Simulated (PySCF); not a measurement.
## Electronic structure of C$_{6}$H$_{16}$Si (SiHMe2(tBu)) in real space

```csv
atom,x (Å),y (Å),z (Å)
Si,0.4977,0.8126,0.6179
H,0.5560,0.7294,2.1172
C,2.2573,0.8716,-0.0522
H,2.8513,0.0065,0.2790
H,2.7687,1.7832,0.2950
H,2.2608,0.8870,-1.1539
C,-0.4113,2.3897,0.1335
H,-1.4524,2.3856,0.4909
H,-0.4263,2.5200,-0.9602
H,0.0874,3.2702,0.5683
C,-0.4285,-0.7421,-0.0040
C,-0.6023,-0.6717,-1.5236
C,-1.8011,-0.8106,0.6703
C,0.3834,-1.9868,0.3651
H,-1.0976,-1.5850,-1.8996
H,-1.2244,0.1857,-1.8269
H,0.3639,-0.5876,-2.0472
H,-2.4239,0.0664,0.4304
H,-1.7149,-0.8702,1.7672
H,-2.3554,-1.7049,0.3325
H,0.5459,-2.0609,1.4530
H,1.3709,-1.9960,-0.1230
H,-0.1479,-2.9023,0.0487
```

Geometry: PBE0-D3(BJ)/def2-SVP.

Method: PBE0/pcSseg-1, SCF density, gas phase, non-relativistic (PySCF 2.14.0).

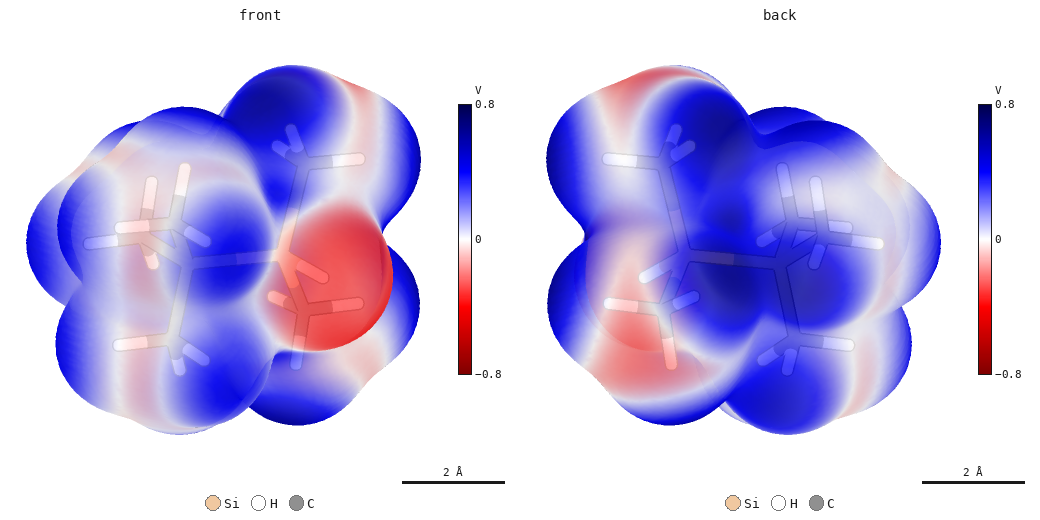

Figure 1. The electrostatic potential painted on the density surface at 0.002 e/bohr³, seen from the front and from behind; the colour scale runs from red (negative) to blue (positive).

### Which sites attract a positive test charge, and which a negative one?

A positive charge is drawn to the negative regions and a negative charge to the positive ones. The most negative region (about −0.3 V, or −7 kcal/mol for a unit charge) lies over H2, the most positive (about +0.7 V, or +16 kcal/mol for a unit charge) over the H and Si atoms.

### What dipole moment does the calculation give?

Its dipole moment is 0.52 D.

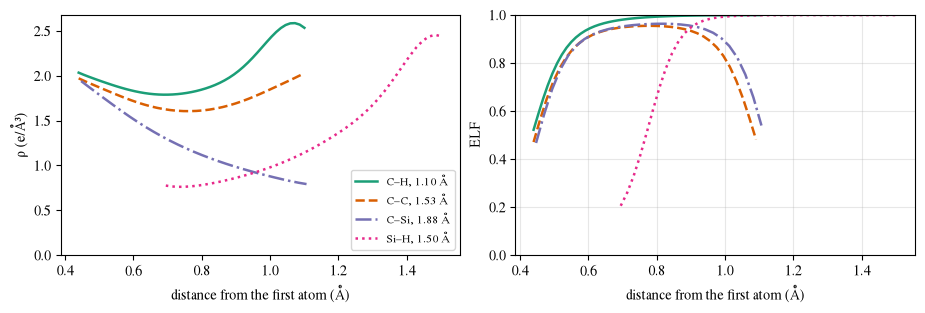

Figure 2. Total electron density and ELF along straight lines between neighbouring atoms. The curves leave out the atomic cores.

### What can be read from the curves?

C–H (1.10 Å): ρ is about 1.9 e/Å³ halfway; the ELF climbs to about 1 towards the hydrogen, as it does in any bond to H (an ordinary covalent bond to hydrogen).
C–C (1.53 Å): ρ is about 1.6 e/Å³ halfway; the ELF peaks at about 0.95 between the atoms (a covalent bond).
C–Si (1.88 Å): ρ is about 0.94 e/Å³ halfway; the ELF peaks at about 0.95 between the atoms, as expected for a covalent bond.
Si–H (1.50 Å): the density is about 0.76 e/Å³ at the midpoint; the ELF climbs to about 1 towards the hydrogen.
